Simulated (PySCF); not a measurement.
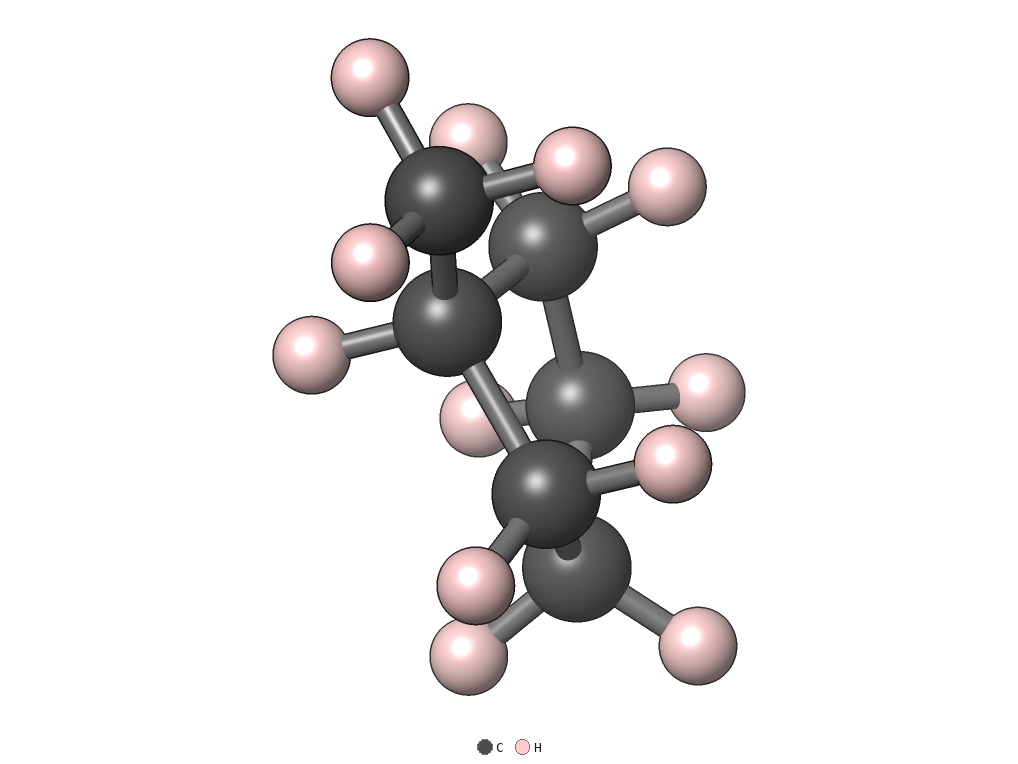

Computed geometry: PBE0-D3(BJ)/def2-SVP optimisation. No frequency run is at hand to confirm it as a minimum.

> Give the formula.

C6H12, 18 atoms: 6 carbon and 12 hydrogen.

> Describe its rings.

Independent rings (smallest set): 1 of 5 members.

> Give a SMILES string for it.

CC1CCCC1

> Count the bonded pairs by element.

12 C–H, 6 C–C.

The parts below concern this one geometry. Atoms keep their numbers from picture to picture.

**Geometry**

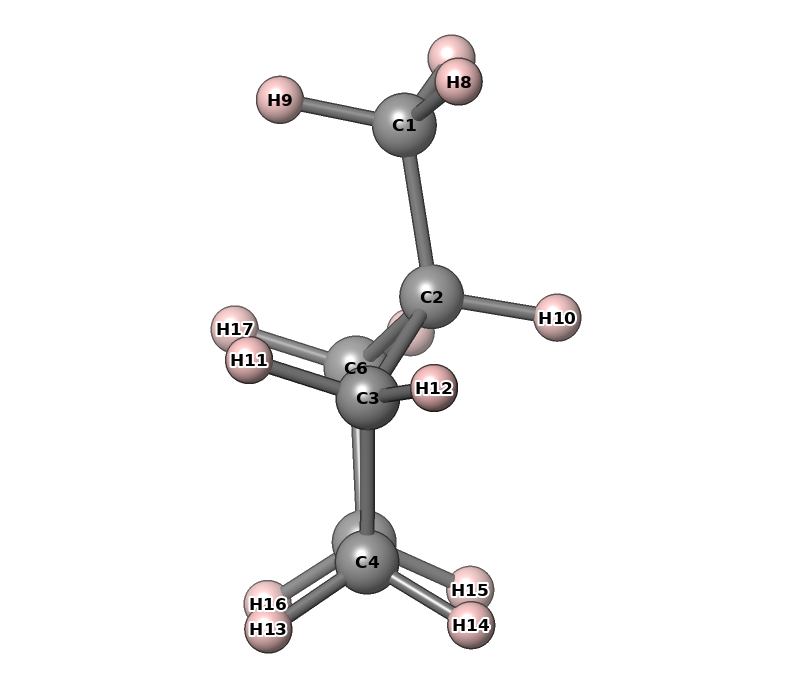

C5 lies behind C4. The molecule seen nearly along the C4–C5 bond, C4 in front. Atoms fade into the background with distance from the viewer. No frequency run is at hand to confirm it as a minimum.

> What is the torsion angle C3–C4–C5–C6? The sign is positive where the front bond must turn clockwise to cover the back bond.

−3°, synperiplanar (eclipsed). The bonds about C4–C5 are eclipsed.

**Electronic properties**

No frequency run is at hand to confirm it as a minimum. Method: PBE0/def2-TZVP, gas phase (PySCF 2.14.0).

Computed properties:

- dipole moment: 0.10 D
- HOMO energy (Kohn–Sham orbital): −8.63 eV
- LUMO energy (Kohn–Sham orbital): 1.10 eV
- HOMO–LUMO gap: 9.72 eV

**Polarisability**

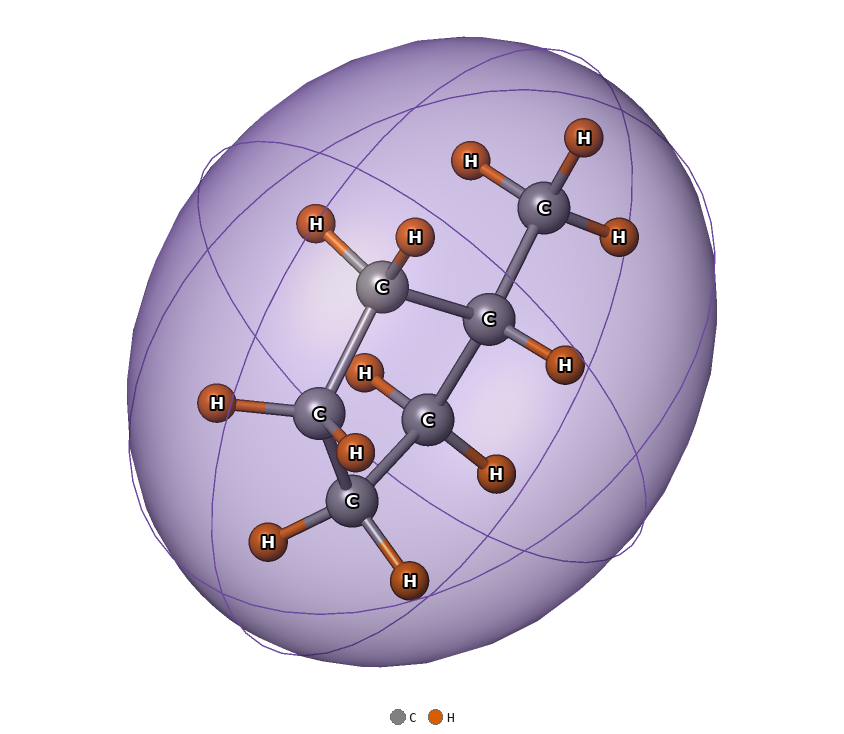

The ellipsoid shows the static dipole polarisability: its half-axes are proportional to the principal values. No frequency run is at hand to confirm it as a minimum. Level of theory: ωB97X-D/def2-SVPD (PySCF 2.14.0).

> Give the principal values, the mean and the anisotropy.

Principal values 62.8, 70.5, 77.7 bohr³; mean 70.4 bohr³ (10.43 Å³); anisotropy 12.9 bohr³, so the longest axis is 1.24 times the shortest.

**Core levels**

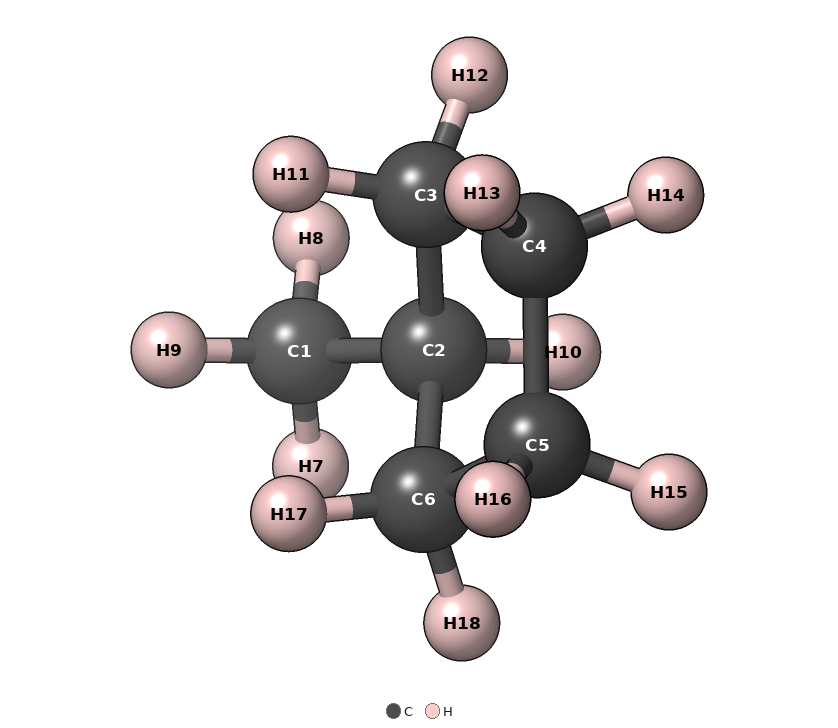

No frequency run is at hand to confirm it as a minimum. Level of theory: delta-SCF UKS SCAN, pcX-2 on the ionised atom, pcseg-1 elsewhere, spin-free X2C (PySCF 2.14.0).

Give the core-electron binding energies (to vacuum) of C1 1s, C2 1s, C3 1s, C4 1s.

```csv
atom,level,binding energy (eV)
C1,1s,290.4
C2,1s,290.3
C3,1s,290.2
C4,1s,290.3
```

**Charges**

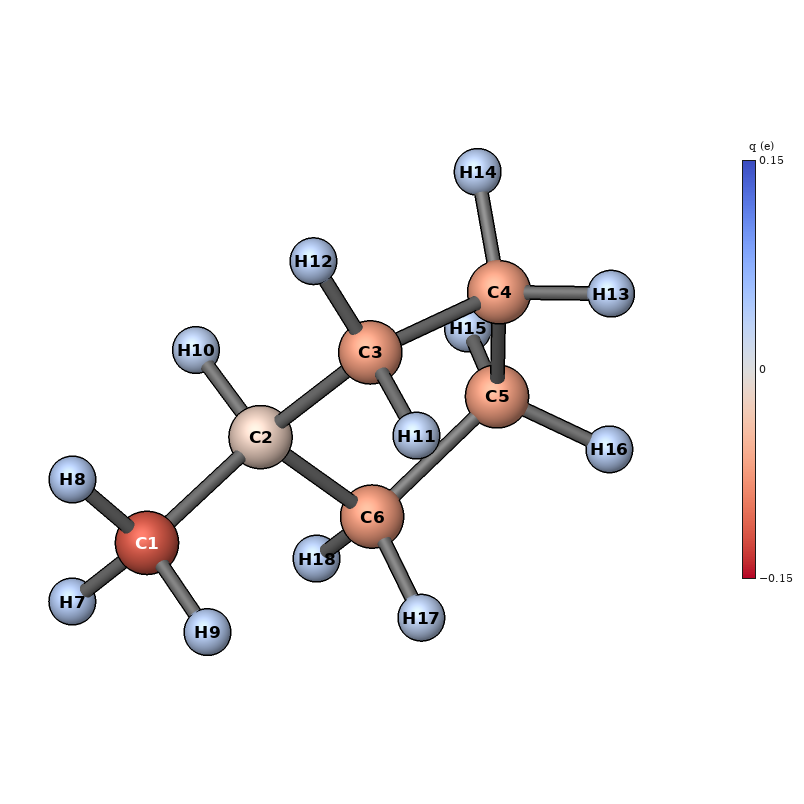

Atoms are coloured by their Hirshfeld charges. No frequency run is at hand to confirm it as a minimum. Method: PBE0/pcSseg-1, gas phase (PySCF 2.14.0).

> Which atom carries the highest charge (most positive or least negative)?

H7, H8, H9, H12, H16, H18 (0.04 e).

> And the lowest?

C1 (−0.12 e).

List the Hirshfeld charges.

```json
{"atom": "C1", "value (e)": "−0.12"}
{"atom": "C2", "value (e)": "−0.02"}
{"atom": "C3", "value (e)": "−0.07"}
{"atom": "C4", "value (e)": "−0.07"}
{"atom": "C5", "value (e)": "−0.07"}
{"atom": "C6", "value (e)": "−0.07"}
{"atom": "H7", "value (e)": "0.04"}
{"atom": "H8", "value (e)": "0.04"}
{"atom": "H9", "value (e)": "0.04"}
{"atom": "H10", "value (e)": "0.03"}
{"atom": "H11", "value (e)": "0.03"}
{"atom": "H12", "value (e)": "0.04"}
{"atom": "H13", "value (e)": "0.03"}
{"atom": "H14", "value (e)": "0.03"}
{"atom": "H15", "value (e)": "0.03"}
{"atom": "H16", "value (e)": "0.04"}
{"atom": "H17", "value (e)": "0.03"}
{"atom": "H18", "value (e)": "0.04"}
```
